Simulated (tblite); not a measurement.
**Run report: C$_{2}$H$_{10}$AsSi$_{2}$, frequency calculation**

- system: C$_{2}$H$_{10}$AsSi$_{2}$, multiplicity 2, SMILES CC[SiH][AsH][SiH3]
- method: GFN2-xTB harmonic vibrations, gas phase (tblite 0.8.0)

It belongs to a series of runs on one base structure; here: H removed from Si.

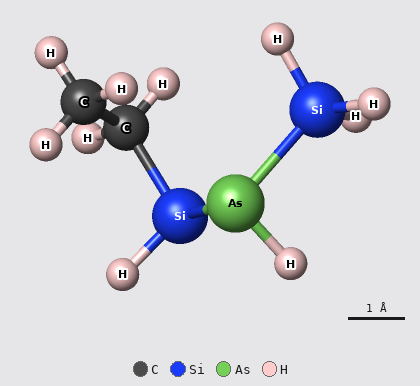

The input geometry (ball-and-stick view, seen at a tilt).

Summary:

| quantity | value |
| --- | --- |
| outcome | converged |
| total energy | −412.5321 eV |
| zero-point energy | 65.0730 kcal/mol |
| hardware | 1 CPU thread, shared host |
| peak memory | 0.18 GiB |

Input:
```
{"job": {"kind": "ir", "xc": "GFN2-xTB", "basis": "xTB"}, "charge": 0, "multiplicity": 2}
C      1.826023    -0.335806     0.866457
C      0.993729    -1.346275     0.089547
Si     0.228027    -0.508914    -1.459682
As    -0.592154     1.611835    -0.874302
Si    -2.283707     0.947717     0.555343
H      1.196719     0.487564     1.217492
H      2.612816     0.081066     0.238075
H      2.293647    -0.794227     1.737561
H      0.214693    -1.745058     0.741762
H      1.622491    -2.187453    -0.202368
H      1.376263    -0.333369    -2.391900
H     -1.497313     1.684779    -2.073035
H     -1.700695     0.590710     1.857595
H     -3.082221    -0.204050     0.110859
H     -3.212732     2.059470     0.794889
```

The first line tells a small driver script what to run in tblite; the rest is the geometry in Å.

Command:
```bash
OMP_NUM_THREADS=1 python <driver script> task.json out
```

The program's output:
```
mode    cm-1     km/mol
  1      34.7      0.12
  2      55.9      0.03
  3      74.0      0.45
  4      91.8      0.40
  5     125.5      0.36
  6     232.1      0.13
  7     277.0      1.19
  8     341.2      5.88
  9     368.7      2.48
 10     422.4     42.59
 11     447.7     26.97
 12     481.8     36.23
 13     606.7     90.26
 14     634.0      8.10
 15     660.6     47.84
 16     685.7     52.27
 17     743.6    142.93
 18     792.8    627.42
 19     807.8    166.47
 20     814.3    127.91
 21     971.2     16.21
 22    1007.6      8.81
 23    1062.0     13.23
 24    1237.9      2.70
 25    1273.3      0.22
 26    1411.3      1.43
 27    1484.5      1.14
 28    1495.8      1.46
 29    1508.1      4.77
 30    1875.4    600.93
 31    2022.0    457.52
 32    2181.2    411.20
 33    2182.3    228.72
 34    2201.7    332.53
 35    2944.5     36.67
 36    2967.8     50.50
 37    2988.1     27.30
 38    2998.2     53.66
 39    3007.8     28.67
```

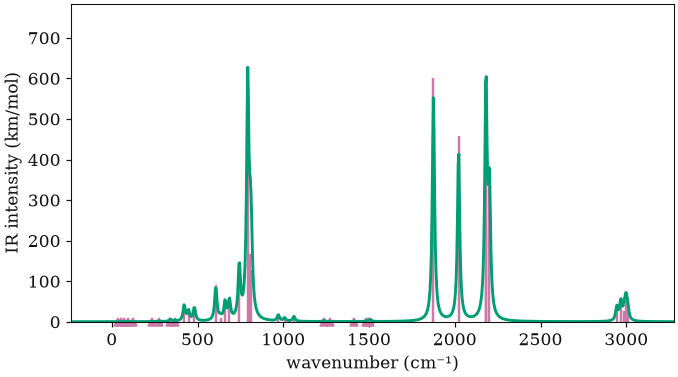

Harmonic infrared spectrum, unscaled: sticks (degenerate modes added up, dark ones marked on the axis) with a Lorentzian envelope of 16 cm⁻¹ full width, scaled to the tallest stick. 39 modes from 35 to 3008 cm⁻¹, none imaginary. The strongest line is at 793 cm⁻¹ (627 km/mol).
